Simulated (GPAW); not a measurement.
# Screening of a field by Sc2NS2 MXene monolayer, part 2 of 2

Wanted: the out-of-plane polarisability of Sc2NS2 MXene monolayer.

GPAW 26.7.0; GPAW, PAW setups; layer in a repeated cell with vacuum, relaxation of atoms and in-plane cell (the session's first sound run).

So far, dipole along the normal (e·Å): step 2 (relaxation) -5.6e-4; step 3 (plane waves, PBE) -5.7e-4; step 4 (field on) -0.0819; step 5 (In a field) -0.0410.

## 6. Field on

Level of this step: GPAW, PAW setups; slab in vacuum (GPAW).

run.py

```python
import json
import numpy as np
from ase import Atoms
from gpaw import GPAW, PW
from gpaw.external import ConstantElectricField

slab = Atoms(
    ['S', 'Sc', 'N', 'Sc', 'S'],
    positions=[
        [-0.00000, 1.90707, 9.00000],
        [1.65157, 0.95354, 10.67506],
        [-0.00000, 0.00000, 11.95423],
        [-0.00000, 1.90707, 13.23340],
        [1.65157, 0.95354, 14.90846]],
    cell=[[3.30314, -0.0, 0.0], [-1.65157, 2.86061, 0.0], [0.0, 0.0, 23.9085]],
    pbc=[True, True, False])

slab.calc = GPAW(mode=PW(500), xc='PBE', kpts={'size': (12, 12, 1), 'gamma': True},
                 occupations={'name': 'fermi-dirac', 'width': 0.05}, nbands='160%',
                 convergence={'density': 1e-05}, maxiter=200,
                 poissonsolver={'dipolelayer': 'xy'},
                 external=ConstantElectricField(-0.05, [0, 0, 1]),
                 symmetry={'tolerance': 1e-3}, txt='slab.txt')
result = {}
energy = slab.get_potential_energy()
fermi = slab.calc.get_fermi_level()
v = slab.calc.get_electrostatic_potential().mean((0, 1)) - fermi
n = slab.calc.get_pseudo_density().mean((0, 1))
L = slab.cell[2, 2]
z = np.arange(len(v)) * L / len(v)
low, high = slab.positions[:, 2].min(), slab.positions[:, 2].max()
below, above = np.interp([low - 6.8, high + 6.8], z, v)
slopes = [np.interp(x, z, np.gradient(v, z)) for x in (low - 6.8, high + 6.8)]
eps = np.array([[slab.calc.get_eigenvalues(k, s) for k in range(len(slab.calc.get_ibz_k_points()))]
                for s in range(slab.calc.get_number_of_spins())]) - fermi
top, bottom = eps[eps < 0].max(), eps[eps > 0].min()
dipole = slab.get_dipole_moment()[2]
print(f'energy {energy:.4f} eV, Fermi level {fermi:.4f} eV, dipole {dipole:.5f} e A')
print(f'potential 6.8 A off the faces, from the Fermi level: lower {below:.4f} eV, upper {above:.4f} eV')
print(f'slope of the potential there: lower {slopes[0]:.5f}, upper {slopes[1]:.5f} eV/A')
print(f'nearest levels on the mesh: {top:.4f} and {bottom:.4f} eV')
print('magnetic moment', round(slab.get_magnetic_moment(), 3))
result.update(energy=energy, fermi=fermi, dipole=dipole, below=below, above=above, slopes=slopes, edges=[top, bottom],
              z=z.tolist(), v=v.tolist(), n=n.tolist(), positions=slab.positions.tolist(),
              forces=slab.get_forces(apply_constraint=False).tolist(), moments=slab.get_magnetic_moments().tolist())
json.dump(result, open('result.json', 'w'))
```

Started as:

```sh
$ OMP_NUM_THREADS=1 OPENBLAS_NUM_THREADS=1 python run.py
```

The log of the run:

```text
energy -32.3795 eV, Fermi level -2.2003 eV, dipole -0.02047 e A
potential 6.8 A off the faces, from the Fermi level: lower 6.5991 eV, upper 6.9911 eV
slope of the potential there: lower -0.00007, upper 0.00007 eV/A
nearest levels on the mesh: -0.0178 and 0.0629 eV
magnetic moment 0.0
```

Run time: 6.9 min. Hardware: 1 thread of Arm Neoverse V1, shared host; peak memory 0.61 GiB.

The electrostatic potential energy of an electron (without an applied field's), less the Fermi level, planar mean oscillates, so the rows of the table below give means over windows of 1.72 Å about each position, cut where the curve ends. Its maxima inside the range that stand out by 2 % of the span (Å: eV): 9.8: -2.47, 11.5: -3.94, 12.4: -3.90, 14.2: -2.25. Its minima: 9.0: -16.0, 10.7: -13.9, 12.0: -10.00, 13.2: -13.8, 14.9: -15.7.

Table of electrostatic potential energy of an electron (without an applied field's), less the Fermi level, planar mean by z; means over each step:

```
z (Å)  electrostatic potential energy of an electron (without an applied field's), less the Fermi level, planar mean (eV)
 0.86                                                                                                                6.62
 2.58                                                                                                                6.60
 4.30                                                                                                                6.60
 6.02                                                                                                                6.59
 7.74                                                                                                                4.26
 9.46                                                                                                               -8.02
11.18                                                                                                               -8.95
12.90                                                                                                               -8.66
14.62                                                                                                               -7.28
16.34                                                                                                                5.59
18.06                                                                                                                6.98
19.78                                                                                                                6.99
21.50                                                                                                                6.99
23.22                                                                                                                6.98
```

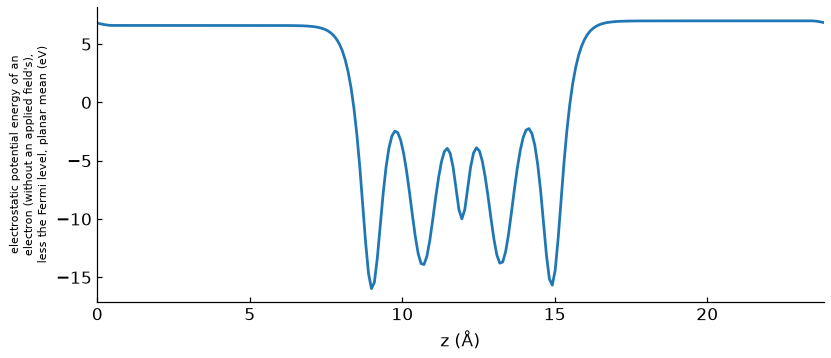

Electrostatic potential energy of an electron (without an applied field's), less the Fermi level, planar mean against z.

## 7. In a field

Changes to run.py since step 6:

```diff
@@ -21,3 +21,3 @@
                  poissonsolver={'dipolelayer': 'xy'},
-                 external=ConstantElectricField(-0.05, [0, 0, 1]),
+                 external=ConstantElectricField(0.05, [0, 0, 1]),
                  symmetry={'tolerance': 1e-3}, txt='slab.txt')
```

The log of the run:

```text
energy -32.3795 eV, Fermi level -2.2003 eV, dipole 0.02047 e A
potential 6.8 A off the faces, from the Fermi level: lower 6.9911 eV, upper 6.5991 eV
slope of the potential there: lower -0.00007, upper 0.00007 eV/A
nearest levels on the mesh: -0.0178 and 0.0629 eV
magnetic moment 0.0
```

The job ended after 7 min (1 thread; peak memory 0.61 GiB).

The electrostatic potential energy of an electron (without an applied field's), less the Fermi level, planar mean oscillates, so the rows of the table below give means over windows of 1.72 Å about each position, cut where the curve ends. Its maxima inside the range that stand out by 2 % of the span (Å: eV): 9.8: -2.25, 11.5: -3.90, 12.4: -3.94, 14.2: -2.47. Its minima: 9.0: -15.7, 10.7: -13.8, 12.0: -10.00, 13.2: -13.9, 14.9: -16.0.

The electrostatic potential energy of an electron (without an applied field's), less the Fermi level, planar mean by z; means over each step:

```csv
z (Å),"electrostatic potential energy of an electron (without an applied field's), less the Fermi level, planar mean (eV)"
0.86,6.97
2.58,6.99
4.30,6.99
6.02,6.98
7.74,4.63
9.46,-7.77
11.18,-8.87
12.90,-8.76
14.62,-7.55
16.34,5.21
18.06,6.59
19.78,6.60
21.50,6.60
23.22,6.61
```

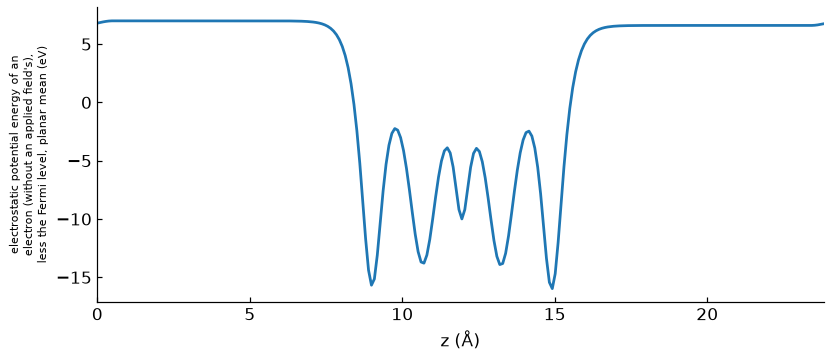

Electrostatic potential energy of an electron (without an applied field's), less the Fermi level, planar mean against z.

## 8. In a field

Changes to run.py since step 7:

```diff
@@ -21,3 +21,3 @@
                  poissonsolver={'dipolelayer': 'xy'},
-                 external=ConstantElectricField(0.05, [0, 0, 1]),
+                 external=ConstantElectricField(0.1, [0, 0, 1]),
                  symmetry={'tolerance': 1e-3}, txt='slab.txt')
```

The log of the run:

```text
energy -32.3811 eV, Fermi level -2.2005 eV, dipole 0.04096 e A
potential 6.8 A off the faces, from the Fermi level: lower 7.1876 eV, upper 6.4032 eV
slope of the potential there: lower -0.00007, upper 0.00007 eV/A
nearest levels on the mesh: -0.0178 and 0.0629 eV
magnetic moment 0.0
```

Wall time 7.3 min (1 thread); peak memory 0.6 GiB.

The electrostatic potential energy of an electron (without an applied field's), less the Fermi level, planar mean oscillates, so the rows of the table below give means over windows of 1.72 Å about each position, cut where the curve ends. Its maxima inside the range that stand out by 2 % of the span (Å: eV): 9.8: -2.14, 11.5: -3.87, 12.4: -3.97, 14.2: -2.58. Its minima: 9.0: -15.5, 10.7: -13.7, 12.0: -10.00, 13.2: -14.0, 14.9: -16.1.

The electrostatic potential energy of an electron (without an applied field's), less the Fermi level, planar mean by z; means over each step:

```
z (Å)  electrostatic potential energy of an electron (without an applied field's), less the Fermi level, planar mean (eV)
 0.86                                                                                                                7.14
 2.58                                                                                                                7.19
 4.30                                                                                                                7.19
 6.02                                                                                                                7.18
 7.74                                                                                                                4.82
 9.46                                                                                                               -7.65
11.18                                                                                                               -8.83
12.90                                                                                                               -8.80
14.62                                                                                                               -7.68
16.34                                                                                                                5.02
18.06                                                                                                                6.40
19.78                                                                                                                6.40
21.50                                                                                                                6.40
23.22                                                                                                                6.43
```

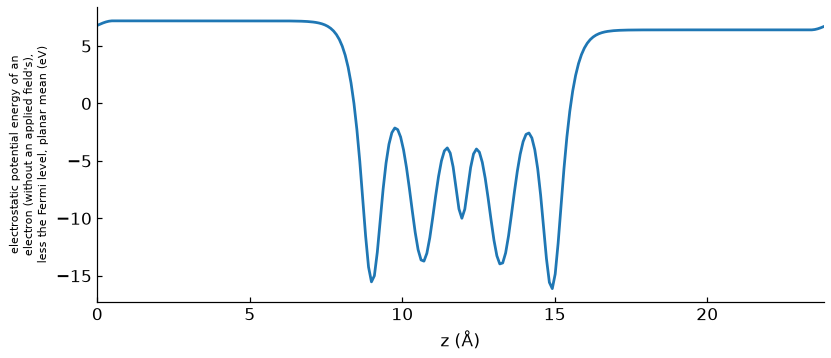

Electrostatic potential energy of an electron (without an applied field's), less the Fermi level, planar mean against z.

The dipole is now 0.0410 e Å, against -5.7e-4 in the run without a field.

## 9. Field on

Changes to run.py since step 8:

```diff
@@ -21,3 +21,3 @@
                  poissonsolver={'dipolelayer': 'xy'},
-                 external=ConstantElectricField(0.1, [0, 0, 1]),
+                 external=ConstantElectricField(0.2, [0, 0, 1]),
                  symmetry={'tolerance': 1e-3}, txt='slab.txt')
```

The log of the run:

```text
energy -32.3872 eV, Fermi level -2.2012 eV, dipole 0.08189 e A
potential 6.8 A off the faces, from the Fermi level: lower 7.5806 eV, upper 6.0125 eV
slope of the potential there: lower -0.00006, upper 0.00007 eV/A
nearest levels on the mesh: -0.0177 and 0.0631 eV
magnetic moment 0.0
```

Run time: 6.6 min. Hardware: 1 thread; peak memory 0.61 GiB.

The dipole is now 0.0819 e Å, against -5.7e-4 in the run without a field.

## 10. Field on

Changes to run.py since step 9:

```diff
@@ -21,3 +21,3 @@
                  poissonsolver={'dipolelayer': 'xy'},
-                 external=ConstantElectricField(0.2, [0, 0, 1]),
+                 external=ConstantElectricField(0.3, [0, 0, 1]),
                  symmetry={'tolerance': 1e-3}, txt='slab.txt')
```

The log of the run:

```text
energy -32.3975 eV, Fermi level -2.2025 eV, dipole 0.12286 e A
potential 6.8 A off the faces, from the Fermi level: lower 7.9751 eV, upper 5.6223 eV
slope of the potential there: lower -0.00006, upper 0.00007 eV/A
nearest levels on the mesh: -0.0176 and 0.0633 eV
magnetic moment 0.0
```

Elapsed: 6.6 min, on 1 thread; peak memory 0.61 GiB.

The dipole is now 0.123 e Å, against -5.7e-4 in the run without a field.

## 11. The series

The members are put on one axis.

This step: induced dipole against applied field (GPAW 26.7.0).

Dipole along the normal against field:

```csv
field (V/Å),dipole along the normal (e·Å)
-0.200,-0.0819
-0.100,-0.0410
-0.050,-0.0205
0.000,-5.7e-4
0.050,0.0205
0.100,0.0410
0.200,0.0819
0.300,0.123
```

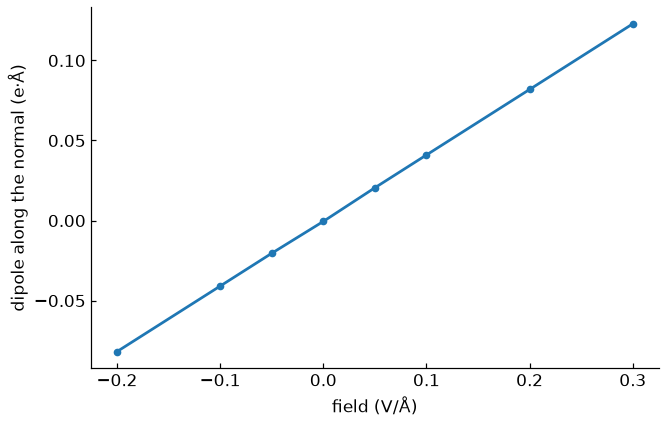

Dipole along the normal against field.

## 12. A changed run

One more run, with changed settings.

This step: GPAW, PAW setups; slab in vacuum (GPAW 26.7.0).

Changes to run.py since step 10:

```diff
@@ -4,3 +4,2 @@
 from gpaw import GPAW, PW
-from gpaw.external import ConstantElectricField
 
@@ -19,5 +18,4 @@
                  occupations={'name': 'fermi-dirac', 'width': 0.05}, nbands='160%',
-                 convergence={'density': 1e-05}, maxiter=200,
+                 convergence={'density': 1e-05}, maxiter=100,
                  poissonsolver={'dipolelayer': 'xy'},
-                 external=ConstantElectricField(0.3, [0, 0, 1]),
                  symmetry={'tolerance': 1e-3}, txt='slab.txt')
@@ -31,4 +29,4 @@
 low, high = slab.positions[:, 2].min(), slab.positions[:, 2].max()
-below, above = np.interp([low - 6.8, high + 6.8], z, v)
-slopes = [np.interp(x, z, np.gradient(v, z)) for x in (low - 6.8, high + 6.8)]
+below, above = np.interp([low - 1.0, high + 1.0], z, v)
+slopes = [np.interp(x, z, np.gradient(v, z)) for x in (low - 1.0, high + 1.0)]
 eps = np.array([[slab.calc.get_eigenvalues(k, s) for k in range(len(slab.calc.get_ibz_k_points()))]
@@ -38,3 +36,3 @@
 print(f'energy {energy:.4f} eV, Fermi level {fermi:.4f} eV, dipole {dipole:.5f} e A')
-print(f'potential 6.8 A off the faces, from the Fermi level: lower {below:.4f} eV, upper {above:.4f} eV')
+print(f'potential 1.0 A off the faces, from the Fermi level: lower {below:.4f} eV, upper {above:.4f} eV')
 print(f'slope of the potential there: lower {slopes[0]:.5f}, upper {slopes[1]:.5f} eV/A')
```

The log of the run:

```text
energy -32.3790 eV, Fermi level -2.2002 eV, dipole -0.00057 e A
potential 1.0 A off the faces, from the Fermi level: lower 4.8064 eV, upper 4.8171 eV
slope of the potential there: lower -6.44923, upper 6.44999 eV/A
nearest levels on the mesh: -0.0178 and 0.0629 eV
magnetic moment 0.0
```

The job ended after 90 s (1 thread; peak memory 0.28 GiB).

The run finished. A setting was moved off its sound value on purpose, so it serves as a test and not as the result.

The fault put into the input: the potential probed 1 A off the face (probe = 1.0).

## 13. Summary of results

```
work function, upper and lower face            : 6.800 and 6.789 eV
dipole along the normal                        : -5.7e-4 e Å
induced dipole per field                       : 0.409 e Å per V/Å
out-of-plane polarisability per area, α/(ε0 A) : 7.84 Å
```

The field induces 0.409 e Å per V/Å, a polarisable thickness α/(ε0 A) of 7.84 Å beside 5.91 Å between the outermost nuclei. A perfect conductor would give the distance between its two image planes; a dielectric of thickness t gives t(1 - 1/ε). The induced dipole is linear in the field over this range. The starting lattice was a guess from atomic radii; the relaxation moved it by 5 %. The small printed dipole stands for a step of 11 meV from the lower to the upper face, and the probes find 11 meV; values this small are near the numerical noise of both. The cell holds an odd number of electrons, so without spin polarisation it must come out metallic and without a moment, whatever its true state. The layer's cell and atoms come from the relaxation; spin-orbit coupling and temperature are left out.

[Logs are printed without paths, hosts, clocks, repeated set-up lines and the standing remarks that a program may print on its own settings, such as how far it seeks lower states.]

[Hosts, paths, dates, database ids (printed as entryN), source tags and the programs' standing remarks are cut or masked in the printed files.]
